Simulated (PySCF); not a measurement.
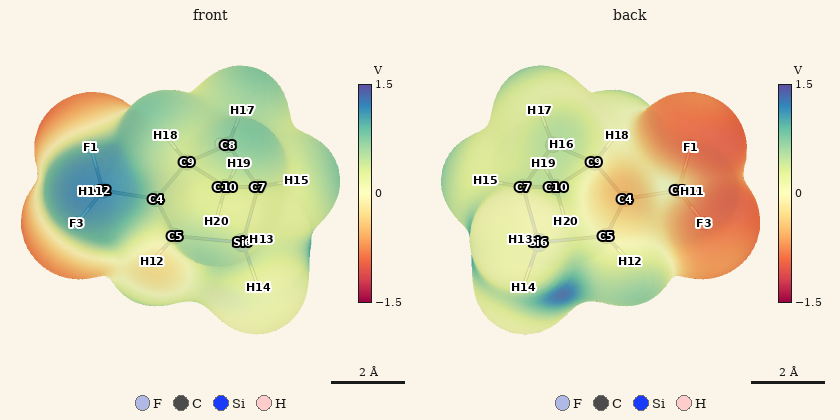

*C$_{7}$H$_{10}$F$_{2}$Si. The electrostatic potential painted on the density surface at 0.002 e/bohr³, seen from the front and from behind; red is negative and blue positive.*

Geometry: GFN2-xTB.

Level of theory: PBE0/pcSseg-1, SCF density, gas phase, non-relativistic in PySCF 2.14.0.

```yaml
atoms:
  - { symbol: F, position_ang: [3.0484, -0.1811, -0.9262] }
  - { symbol: C, position_ang: [2.5172, 0.0702, 0.3032] }
  - { symbol: F, position_ang: [3.1514, 1.1738, 0.7647] }
  - { symbol: C, position_ang: [1.0236, 0.2476, 0.2197] }
  - { symbol: C, position_ang: [0.4064, 1.3601, 0.6094] }
  - { symbol: Si, position_ang: [-1.4681, 1.4497, 0.4517] }
  - { symbol: C, position_ang: [-1.7517, -0.2799, -0.2825] }
  - { symbol: C, position_ang: [-0.7315, -0.4844, -1.4141] }
  - { symbol: C, position_ang: [0.2753, -0.9280, -0.3363] }
  - { symbol: C, position_ang: [-0.9351, -1.2843, 0.5470] }
  - { symbol: H, position_ang: [2.8049, -0.7745, 0.9542] }
  - { symbol: H, position_ang: [0.9909, 2.1803, 0.9994] }
  - { symbol: H, position_ang: [-1.8758, 2.5046, -0.4788] }
  - { symbol: H, position_ang: [-2.1024, 1.5826, 1.7664] }
  - { symbol: H, position_ang: [-2.7823, -0.5539, -0.5012] }
  - { symbol: H, position_ang: [-0.4489, 0.3820, -2.0097] }
  - { symbol: H, position_ang: [-0.9977, -1.3066, -2.0769] }
  - { symbol: H, position_ang: [0.9555, -1.7393, -0.6005] }
  - { symbol: H, position_ang: [-1.2562, -2.3138, 0.3930] }
  - { symbol: H, position_ang: [-0.8290, -1.0945, 1.6145] }
```

Which sites attract a positive test charge, and which a negative one?

A positive charge is drawn to the negative regions and a negative charge to the positive ones. The most negative region (about −1.0 V) lies over F1 and F3, the most positive (about +1.2 V) over Si6 and H11.

What dipole moment does the calculation give?

Its dipole moment is 2.43 D.
